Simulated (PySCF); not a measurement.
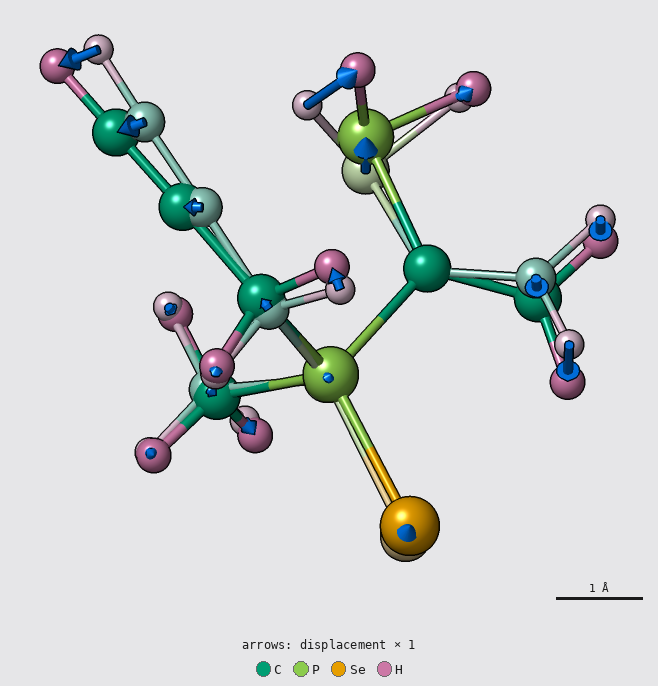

A relaxation of C6H10P2Se. The starting structure is drawn faded, the final one solid; blue arrows show the displacements, at their true length. The two geometries are superimposed by the best rigid fit.

A ball-and-stick model, seen at a tilt.

The start comes from GFN2-xTB. Its atoms were then displaced at random by about 0.01 Å.

Theory: PBE0-D3(BJ)/def2-SVP geometry optimisation, gas phase in PySCF 2.14.0, density-fitted response routines. 

> What happened in the run?

Over 12 geometry steps the energy falls by 24.2 kJ/mol. An H atom moves most after the best rigid fit: 1.06 Å. Largest moves by element: H 1.06 Å, P 0.65 Å, C 0.45 Å, Se 0.31 Å. Some distances before and after: C–H 1.022 → 1.074 Å, C–P 1.812 → 1.858 Å, H–P 1.383 → 1.428 Å, C–H 1.082 → 1.100 Å. Among the angles between lasting bonds that change: H–C–H 115.2° → 118.4°, P–C–H 108.9° → 105.8°, C–P–H 95.3° → 98.2°. Groups turn about C–P by about 30°. The run took 6.4 min on 1 thread of Arm Neoverse V1, with other jobs on the host.
